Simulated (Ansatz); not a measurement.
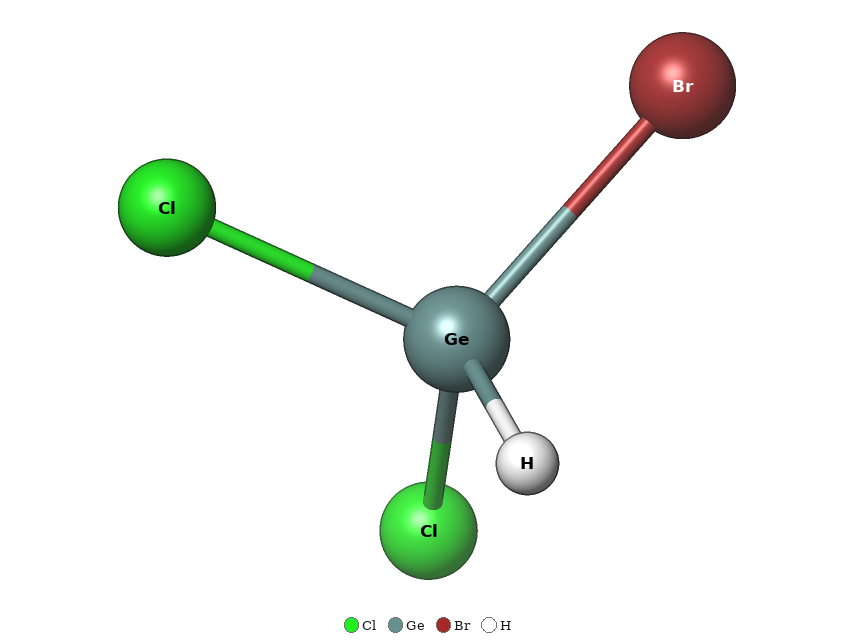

The picture shows a molecular structure as a ball-and-stick model.

The computed structure is the end point of a PBE0-D4/def2-TZVP optimisation.

> Give the formula.

BrCl2GeH, 5 atoms: 1 bromine, 2 chlorine, 1 germanium and 1 hydrogen.

> How many sets of symmetry-equivalent atoms are there?

4: 2 Cl, 1 Ge, 1 Br, 1 H.

More results for the same structure follow; atom numbers are the same in all pictures, views and colours differ.

## Vibrations

Harmonic vibrations computed with RKS PBE0-D4/def2-TZVP (Ansatz 0.2.0) at a stationary point of the same level.

> List the wavenumbers.

9 modes: 116, 132, 166, 317, 432, 449, 694, 701, 2208 cm⁻¹.

## Levels of theory compared

Program: Ansatz 0.2.0.

Compare HOMO energy (eV), dipole (D) at these levels: B3LYP-D4/def2-TZVPP; PBE-D4/def2-TZVPP; r2SCAN-D4/def2-TZVPP; ωB97M-V/def2-TZVPP.

| level | HOMO energy (eV) | dipole (D) |
| --- | --- | --- |
| B3LYP-D4/def2-TZVPP | −8.65 | 1.33 |
| PBE-D4/def2-TZVPP | −7.61 | 1.26 |
| r2SCAN-D4/def2-TZVPP | −7.98 | 1.33 |
| ωB97M-V/def2-TZVPP | −11.16 | 1.36 |

## Charges

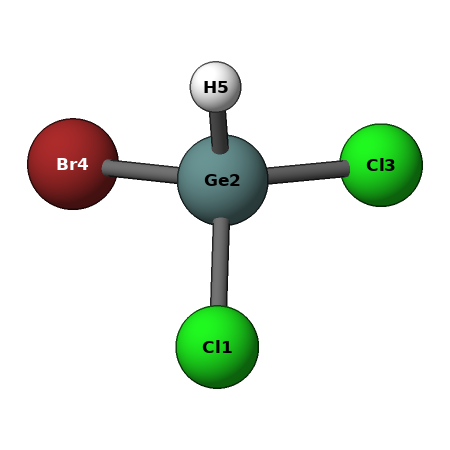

The questions are on Mulliken charges. Properties computed with RKS ωB97M-V/def2-TZVPP (Ansatz 0.2.0).

> Which atom carries the highest charge (most positive or least negative)?

Ge2 (0.59 e).

> And the lowest?

Cl1, Cl3 (−0.23 e).

Give the Mulliken charges atom by atom.

| atom | value (e) |
| --- | --- |
| Cl1 | −0.23 |
| Ge2 | 0.59 |
| Cl3 | −0.23 |
| Br4 | −0.21 |
| H5 | 0.08 |

Mulliken values depend strongly on the basis set and can even reverse the polarity of a bond.
